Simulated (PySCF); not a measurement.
**Run report: Ag, atomic calculation**

Ag, configuration 1s2 2s2 2p6 3s2 3p6 3d10 4s2 4p6 4d10 5s1, multiplicity 2. Computed at this level: unrestricted M06-L, jorge-DZP-DKH, non-relativistic, point nucleus (PySCF).

## Outcome

| quantity | value |
| --- | --- |
| outcome | converged |
| total energy | −5161.9683 hartree |
| kinetic energy | 5110.2827 hartree |
| ⟨S²⟩ | 0.750 |
| SCF iterations | 5 |
| hardware | 1 thread of Intel Xeon, 54 GiB of memory available, shared host |
| wall time | 0.81 s |

## What is odd here

The input is odd on purpose: basis contracted for another Hamiltonian. The program ran to the end. Its numbers are those of this setting; this run alone doesn't show how far the oddity moves them. Relativity is left out, which matters for an atom this heavy.

## Input
```python
from pyscf import gto, scf, dft, mp, cc
import basis_set_exchange as bse
mol = gto.M(atom="Ag 0 0 0", charge=0, spin=1, symmetry="D2h",
            basis=gto.basis.parse(bse.get_basis("jorge-DZP-DKH", elements=["Ag"], fmt="nwchem", header=False)))
mf = dft.UKS(mol, xc="M06L")
mf.irrep_nelec = {'Ag': (9, 8), 'B1g': (2, 2), 'B2g': (2, 2), 'B3g': (2, 2), 'B1u': (3, 3), 'B2u': (3, 3), 'B3u': (3, 3)}
mf.kernel()
```

The script is an equivalent of what the driver set up; the driver started from orbitals of its own, so the log can be shorter than this script's would be, and it computed the properties (radii, ⟨L²⟩, response) afterwards. It held the occupations shell by shell, which the script's counts by irreducible representation don't always enforce.

The run was one of a batch that the task file lists, launched with:
```bash
OMP_NUM_THREADS=1 python <driver script> TASK.json OUT
```

## The program's output (extracts)
```
damping factor = 0
level_shift factor = 0
DIIS = <class 'pyscf.scf.diis.CDIIS'>
diis_start_cycle = 1
diis_space = 10
diis_damp = 0
SCF conv_tol = 1e-09
SCF conv_tol_grad = None
number electrons alpha = 24  beta = 23
XC functionals = M06L
    Y. Zhao and D. G. Truhlar.,  J. Chem. Phys. 125, 194101 (2006)
    Y. Zhao and D. G. Truhlar.,  J. Chem. Phys. 125, 194101 (2006)
    Y. Zhao and D. G. Truhlar.,  Theor. Chem. Acc. 120, 215 (2008)
cycle= 1 E= -5161.96801603316  delta_E= -0.00509  |g|= 0.0291  |ddm|= 0.416
cycle= 2 E= -5161.968125607  delta_E= -0.00011  |g|= 0.0236  |ddm|= 0.0396
cycle= 3 E= -5161.96832375064  delta_E= -0.000198  |g|= 0.00102  |ddm|= 0.0284
cycle= 4 E= -5161.96832394981  delta_E= -1.99e-07  |g|= 4.58e-05  |ddm|= 0.000549
cycle= 5 E= -5161.96832395064  delta_E= -8.36e-10  |g|= 1.03e-06  |ddm|= 8.07e-05
converged SCF energy = -5161.96832395064  <S^2> = 0.7500095  2S+1 = 2.0000095
```

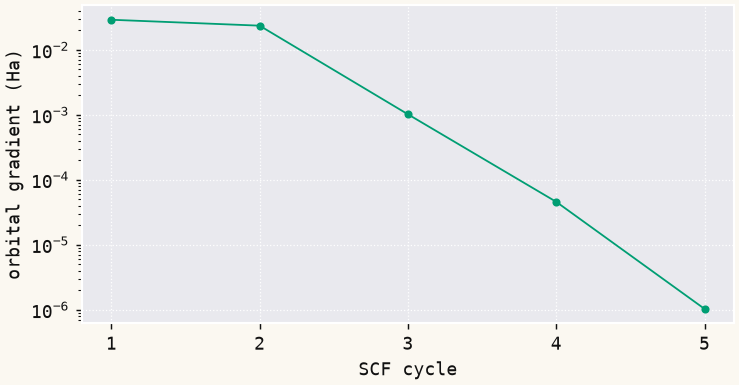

Figure 1. Convergence: orbital gradient against the SCF cycle. The residual falls at every step. It goes from 0.029 to 1.0×10⁻⁶ in 5 steps.

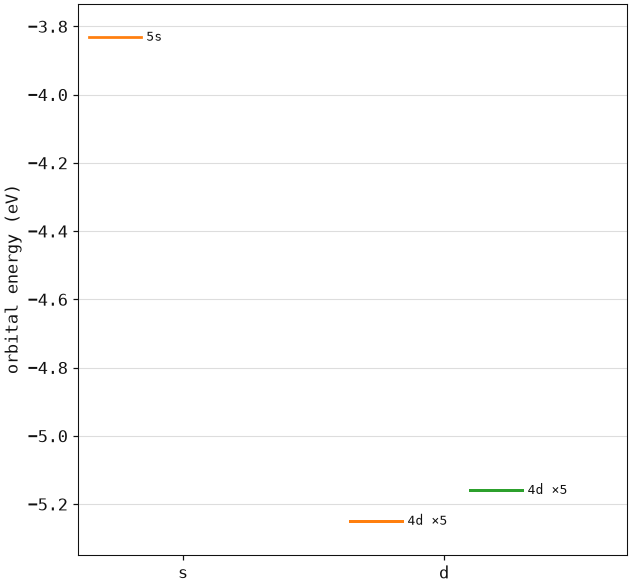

Figure 2. Orbital energies of the mean field, from the top down to −5.25 eV, by angular momentum, α spin at the left of each column and β at the right; ×n counts the orbitals under one label. The highest filled orbital is 5s α at −3.83 eV, the lowest empty one s β at −1.42 eV.

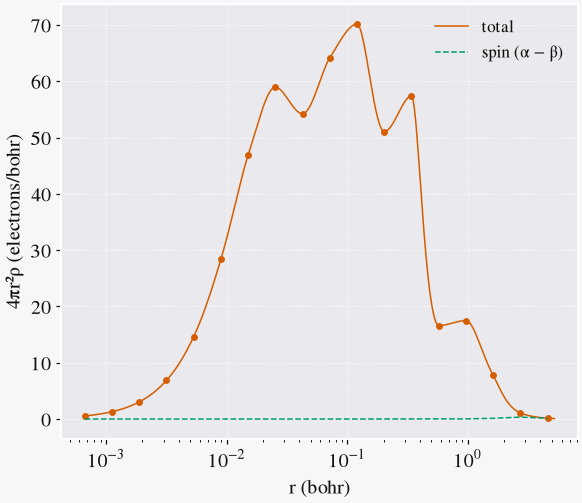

Figure 3. Spherically averaged radial density 4πr²ρ of the mean field and its spin part; markers are the stored points, which are sparse, and the line is a monotone interpolation between them. The largest stored value is 70.1 electrons/bohr at r = 0.12 bohr. Root-mean-square radii of the shells: 3p 0.401, 3s 0.405, 4s 0.975, 4p 1.05, 4d 1.55, 5s 3.57 bohr.
